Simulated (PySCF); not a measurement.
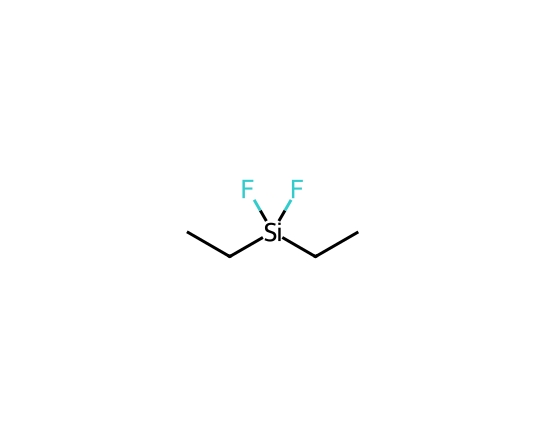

Simulated data, not a measurement (program: PySCF).

2D structure.

**Transcribe the drawing into SMILES.**

CC[Si](F)(F)CC

**What is the molecular formula?**

C4H10F2Si.
